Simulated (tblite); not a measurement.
**Run report: C₂H₆AlAs, molecular dynamics**

The run: molecular dynamics of C₂H₆AlAs. Method and program: GFN2-xTB Langevin dynamics, gas phase (tblite 0.8.0).

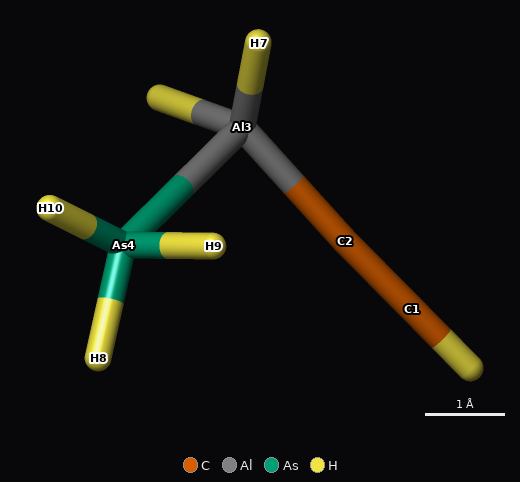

Fig. 1: The starting structure (stick view, seen at a tilt; atoms are numbered from 1 in the order of the input). Sticks mark near contacts. Bond lengths as drawn: Al–As 2.64 Å, Al–C 1.96 Å, Al–H 1.56 to 1.57 Å, As–H 1.49 to 1.50 Å, C–C 1.21 Å and C–H 1.06 Å.

Input:
```
{"job": {"kind": "md", "xc": "GFN2-xTB", "basis": "xTB", "temperature": 600, "steps": 2000, "every": 50}, "charge": 0, "multiplicity": 1}
C      1.711999    -2.085408     0.271968
C      1.411745    -0.935397     0.024108
Al     1.025187     0.944560    -0.371590
As    -1.574609     0.519293    -0.266119
H      1.970254    -3.086738     0.488418
H      1.144400     1.549752    -1.803728
H      0.953568     1.989838     0.797809
H     -2.597192    -0.565003    -0.424972
H     -1.391827     0.171361     1.169754
H     -2.644643     1.502396     0.091823
```

The first line tells a small driver script what to run in tblite; the rest is the geometry in Å.

Machine: 1 CPU thread, shared host.

Run as:
```bash
OMP_NUM_THREADS=1 python <driver script> task.json out
```

The program's output:
```
t/fs     T/K      E/eV
    0.0   508.5   -290.89751
   25.0   268.2   -290.60213
   50.0   551.6   -290.76380
   75.0   459.1   -290.51135
  100.0   519.7   -290.47649
  125.0   470.9   -290.33524
  150.0   454.1   -290.44787
  175.0   376.4   -290.31683
  200.0   434.0   -290.20324
  225.0   836.7   -290.49246
  250.0   780.1   -290.35848
  275.0   635.0   -289.67877
  300.0  1074.6   -290.13147
  325.0   740.2   -289.88877
  350.0   768.6   -289.77936
  375.0   712.2   -290.16415
  400.0   572.2   -290.06516
  425.0   720.6   -290.16040
  450.0   433.7   -289.97220
  475.0   820.4   -290.30491
  500.0   542.6   -290.00821
  525.0   718.9   -290.32659
  550.0   803.8   -290.23865
  575.0   677.4   -290.19788
  600.0  1003.1   -290.51134
  625.0   495.3   -290.03050
  650.0   516.5   -290.16811
  675.0   610.0   -290.24712
  700.0   513.2   -290.25153
  725.0   585.9   -290.40065
  750.0   497.0   -290.41637
  775.0   538.6   -290.45137
  800.0   410.6   -290.33053
  825.0   766.2   -290.54071
  850.0   631.0   -290.36943
  875.0   717.5   -290.36005
  900.0   592.7   -290.12075
  925.0   615.9   -290.09335
  950.0   787.4   -290.31123
  975.0   864.4   -290.01821
 1000.0   880.3   -289.76551
```

Trajectory as extended XYZ (Å, eV, eV/Å), 10 of the 41 frames kept, from step=0 to step=40:
```
10
Properties=species:S:1:pos:R:3:forces:R:3 step=0 time_fs=0.0 energy=-290.89751 temperature=508.5
C     1.7120   -2.0854    0.2720    0.0013  -0.0010   0.0012
C     1.4117   -0.9354    0.0241    0.0033  -0.0028  -0.0043
Al    1.0252    0.9446   -0.3716   -0.0003  -0.0006   0.0023
As   -1.5746    0.5193   -0.2661   -0.0020   0.0050   0.0059
H     1.9703   -3.0867    0.4884   -0.0006   0.0021  -0.0024
H     1.1444    1.5498   -1.8037    0.0089  -0.0014  -0.0035
H     0.9536    1.9898    0.7978   -0.0097   0.0013  -0.0006
H    -2.5972   -0.5650   -0.4250   -0.0025   0.0003   0.0040
H    -1.3918    0.1714    1.1698   -0.0018  -0.0011  -0.0002
H    -2.6446    1.5024    0.0918    0.0034  -0.0019  -0.0025
10
Properties=species:S:1:pos:R:3:forces:R:3 step=4 time_fs=100.0 energy=-290.47649 temperature=519.7
C     1.4212   -2.0423    0.1357    0.8088  -2.0523   0.9132
C     1.3076   -0.9122   -0.2546   -0.3959   1.0698  -0.3271
Al    0.6909    0.9323   -0.5142    0.9860  -0.0762  -0.2544
As   -1.8244    0.4655   -0.2588    0.0956   1.7370   0.6288
H     1.7246   -3.0149    0.5169   -0.4120   0.8054  -0.4570
H     0.9070    1.4718   -2.0089   -0.3997   0.0862   0.4117
H     0.9725    1.8188    0.7619   -0.3097   0.1360  -0.2266
H    -1.1754   -0.7592   -0.5643    0.5266  -1.1531  -0.0933
H    -1.3506    0.4937    1.2482   -0.2834  -0.3125  -0.8650
H    -3.0677   -0.2441    0.0309   -0.6162  -0.2403   0.2696
10
Properties=species:S:1:pos:R:3:forces:R:3 step=9 time_fs=225.0 energy=-290.49246 temperature=836.7
C     2.0045   -1.7941    0.0261    2.6122  -3.9337  -0.4213
C     1.3241   -0.8559    0.2200   -2.5673   4.5674   0.2434
Al    0.6886    0.9856   -0.3202   -0.3126  -1.2784  -0.7921
As   -1.7087    0.0709   -0.1910   -0.7505  -0.4075   0.3654
H     2.5335   -2.7129    0.0333    0.0174   0.0351  -0.1081
H     0.1934    1.1317   -1.9784    0.5182   0.2428   0.8752
H     0.8284    2.1868    0.6039    0.0380   0.3805   0.0415
H    -1.6992   -0.8077   -1.3841    0.0705   0.2052  -0.1821
H    -2.6062   -0.9906    0.4624    0.2033   0.3978   0.0674
H    -2.9308    0.8422   -0.6319    0.1709  -0.2092  -0.0894
10
Properties=species:S:1:pos:R:3:forces:R:3 step=13 time_fs=325.0 energy=-289.88877 temperature=740.2
C     2.4614   -1.5444    0.4504    1.2707  -3.6776   1.9462
C     2.0621   -0.4212    0.4173   -1.1055   2.1275  -0.8460
Al    0.9939    1.0661   -0.1999    0.2470   1.1565  -0.7127
As   -1.8261   -0.3653   -0.2339   -1.1974   0.2091   1.0652
H     2.8050   -2.4404    1.0020   -0.2167   0.9025  -1.2448
H     0.7184    2.0330   -1.4673    0.0595  -0.7953  -0.2242
H     0.8324    2.1314    0.8267   -0.3301   0.3026   1.0265
H    -1.8653   -1.8512   -0.5213    0.6302   0.1649  -0.3092
H    -2.4705   -0.1124   -1.5340   -0.4611   0.0222  -0.3051
H    -0.6234    0.1578   -0.8805    1.1034  -0.4124  -0.3959
10
Properties=species:S:1:pos:R:3:forces:R:3 step=18 time_fs=450.0 energy=-289.97220 temperature=433.7
C     2.5179   -1.2398    0.8615    3.0822  -3.5783   2.8975
C     1.8425   -0.6234    0.1029   -1.6343   1.5481  -1.6657
Al    0.9056    1.0271   -0.2315   -0.5169   0.5322  -0.0405
As   -1.9025   -0.5516   -0.2181   -0.3567   0.2347  -0.8456
H     3.1489   -2.0221    1.4168   -1.3085   1.7324  -1.0986
H     0.8165    1.9150   -1.4704    0.1365  -0.1903  -0.6286
H     0.3330    1.9741    0.8369   -0.0814  -0.2054   0.5214
H    -2.2704    0.3360   -1.4152    1.2844   0.3035  -0.0083
H    -1.3044   -1.6885   -1.0782   -0.3328   0.5910   0.0726
H    -3.2901   -0.8468   -0.7448   -0.2726  -0.9679   0.7957
10
Properties=species:S:1:pos:R:3:forces:R:3 step=22 time_fs=550.0 energy=-290.23865 temperature=803.8
C     2.6772   -1.5128    0.5268    1.6025  -1.6520   0.9094
C     1.9864   -0.5778    0.2124   -0.8097   0.8957  -0.4231
Al    0.5534    0.8012    0.1319    0.3318  -0.6843  -0.2061
As   -1.7619   -0.4882   -0.2245    1.7185   1.8372  -0.6786
H     3.3775   -2.2957    0.8820   -1.0293   1.0673  -0.6475
H    -0.0347    1.4271   -1.2376    0.4261   0.3141   0.4833
H     0.3953    1.3109    1.5934   -0.2877   0.3035  -0.1345
H    -0.5486   -1.3412   -0.2868    0.0808  -0.2721   0.4763
H    -2.6104   -1.6189   -0.2678   -0.9227  -1.3578  -0.5411
H    -1.2806   -0.2491   -1.7419   -1.1103  -0.4515   0.7619
10
Properties=species:S:1:pos:R:3:forces:R:3 step=27 time_fs=675.0 energy=-290.24712 temperature=610.0
C     2.4055   -1.8199   -0.0781   -0.0589  -0.4916  -0.8116
C     1.4299   -1.1838    0.3322    1.8787  -1.0242  -0.3343
Al    0.9526    0.6394    0.7194   -0.1698   1.0635  -0.2150
As   -1.5890   -0.4494    0.1134    0.4344  -0.0275  -0.1218
H     3.1141   -2.4995   -0.6233   -1.1473   1.0559   1.1167
H     1.5442    1.9046   -0.1431   -0.2852  -0.7008   0.1615
H     0.3441    1.2910    2.0034   -0.0969  -0.2701   0.1054
H    -2.0994    0.9489    0.3574   -0.4560  -0.4581   0.0939
H    -2.8424   -1.0703   -0.5879    0.1996   0.5005   0.7254
H    -1.8202   -0.9646    1.5516   -0.2986   0.3524  -0.7203
10
Properties=species:S:1:pos:R:3:forces:R:3 step=31 time_fs=775.0 energy=-290.45137 temperature=538.6
C     2.0610   -1.8494   -0.0172   -0.5584  -0.0028  -1.0133
C     1.5827   -0.7194   -0.0195   -0.0187  -0.2732   1.1040
Al    0.7365    0.6329    1.2311    0.5156  -0.5228   0.1089
As   -1.6533   -0.1507    0.1389    1.2188   0.2685   0.2501
H     2.3021   -2.8214   -0.4224    0.1751   0.6114   0.5539
H     0.6299    2.0910    0.6690   -0.1299  -0.0044   0.2194
H     0.6888    0.4469    2.9332   -0.1469   0.0968  -1.1381
H    -1.2272    0.8839   -0.8685    0.1295  -0.2524   0.0099
H    -2.4858   -0.8079   -0.8630   -0.4480  -0.2497  -0.3696
H    -2.6898    0.7913    0.5075   -0.7372   0.3288   0.2748
10
Properties=species:S:1:pos:R:3:forces:R:3 step=36 time_fs=900.0 energy=-290.12075 temperature=592.7
C     1.3652   -1.1010   -1.0748    0.5045   0.8691   2.1355
C     1.2961   -0.7722    0.1568   -0.1295  -0.3620  -4.3164
Al    0.3554    0.8247    0.9580    0.1060   0.1190  -0.7358
As   -1.9233   -0.2459    0.2066    0.3559  -0.4425   0.6382
H     1.6233   -1.3863   -2.1527   -0.5258   0.3299   2.3207
H     0.0830    2.3246    0.1706    0.2419  -0.9827   0.2163
H    -0.0126    0.9882    2.4213    0.0591  -0.0099   0.4828
H    -1.4045   -0.9016   -1.0179   -0.3603   0.3135  -0.2288
H    -3.1123   -1.1361    0.2211   -0.1269  -0.3159   0.1285
H    -2.7819    0.7597   -0.3878   -0.1248   0.4815  -0.6411
10
Properties=species:S:1:pos:R:3:forces:R:3 step=40 time_fs=1000.0 energy=-289.76551 temperature=880.3
C     1.3362   -0.7928   -0.5776    0.0378  -0.5191  -0.6276
C     1.2623    0.4381   -0.4872   -0.3649  -1.0763   0.9697
Al    0.1816    1.0574    1.0954   -0.2704   0.6176  -1.2325
As   -2.0867   -0.3754    0.1293    0.5629   1.7575   0.2958
H     1.4947   -1.8402   -0.9200   -0.0420   1.4595   0.4401
H    -0.5570    2.4981    0.7361    0.3089  -0.7103   0.4739
H     0.2757    0.5383    2.5718    0.0016   0.0460  -0.1568
H    -1.6358   -1.4896   -0.8036   -0.9068   0.3515  -0.1691
H    -3.7018   -0.3036    0.2692    1.0228  -0.4195  -0.7818
H    -1.9409    0.9086   -0.9407   -0.3498  -1.5070   0.7882
```

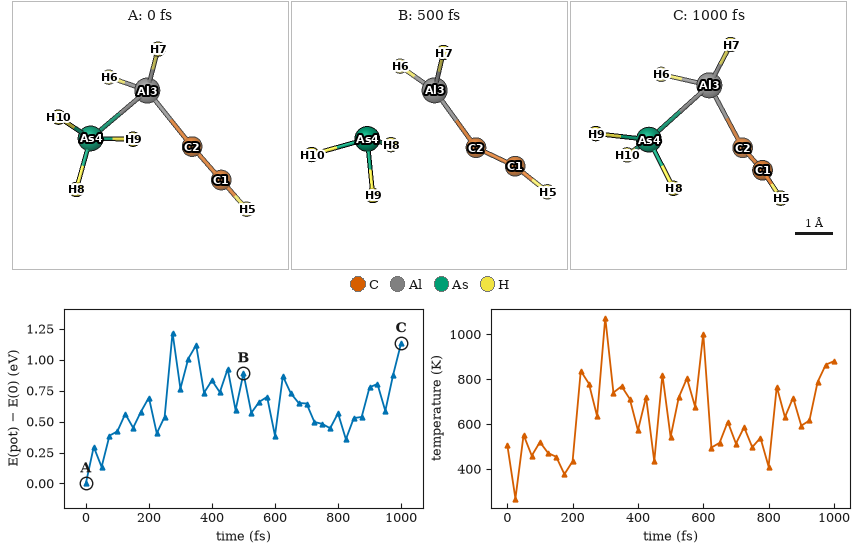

Fig. 2: Frames of the molecular dynamics (ball-and-stick, seen at a tilt) above the curves, on which the letters mark them. The trajectory kept here has 41 frames over 1000 fs. The temperature starts at 508 K, ranges from 268 to 1075 K and averages 656 K over the second half. The potential energy ends 1.132 eV above its first value. After an unweighted best fit of the last frame on the first, the root-mean-square displacement is 1.19 Å, and H10 has moved furthest (2.01 Å).

Results in brief:

```tsv
quantity	value
outcome	finished
mean temperature over the second half	656 K
trajectory	41 frames kept, 1000 fs
wall time	5.8 s
peak memory	0.18 GiB
```
